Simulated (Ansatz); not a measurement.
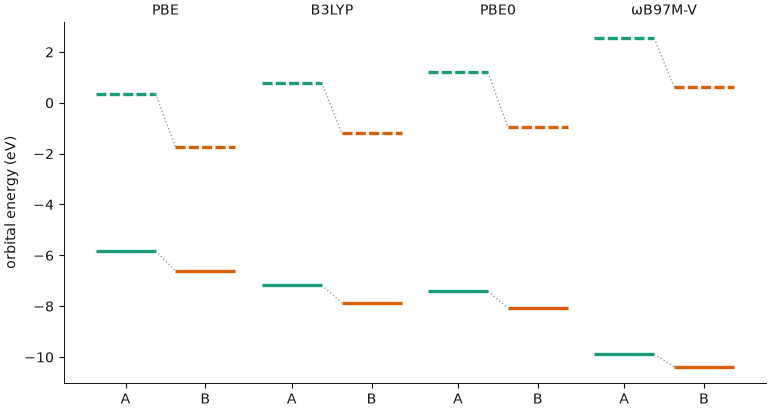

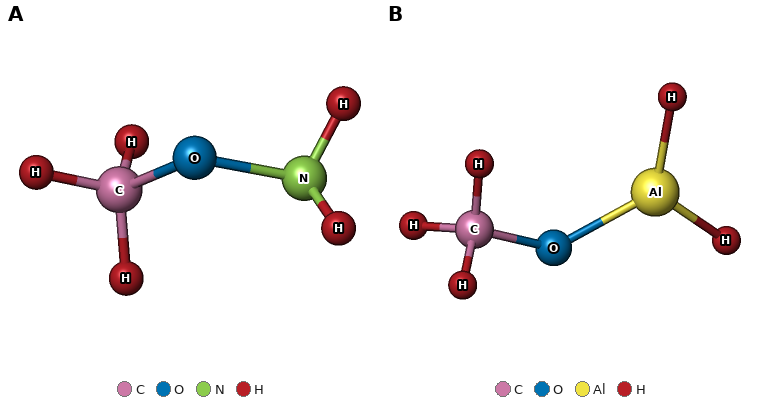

One change: A, CH₅NO (SMILES CON), becomes B, CH₅AlO (SMILES C[O][AlH2]). NH₂ on O is replaced by AlH₂. HOMO (solid) and LUMO (dashed) computed in def2-TZVPP at PBE0-D4/def2-TZVP geometries, both minima by their frequencies, gas phase, the Ansatz code. Empty levels above zero depend strongly on the basis.

What does the change do to HOMO and LUMO?

PBE: the HOMO falls by 0.80 eV, the LUMO falls by 2.10 eV, and the separation goes from 6.18 to 4.89 eV. B3LYP: the HOMO falls by 0.69 eV, the LUMO falls by 1.99 eV, and the separation goes from 7.97 to 6.68 eV. PBE0: the HOMO falls by 0.66 eV, the LUMO falls by 2.17 eV, and the separation goes from 8.61 to 7.11 eV. ωB97M-V: the HOMO falls by 0.49 eV, the LUMO falls by 1.93 eV, and the separation goes from 12.43 to 10.99 eV.

Do the functionals agree on the effect?

They agree on the direction for both levels; the HOMO shift lies between −0.80 and −0.49 eV and the LUMO shift between −2.17 and −1.93 eV, while the separations themselves differ by up to 6.2 eV between functionals.
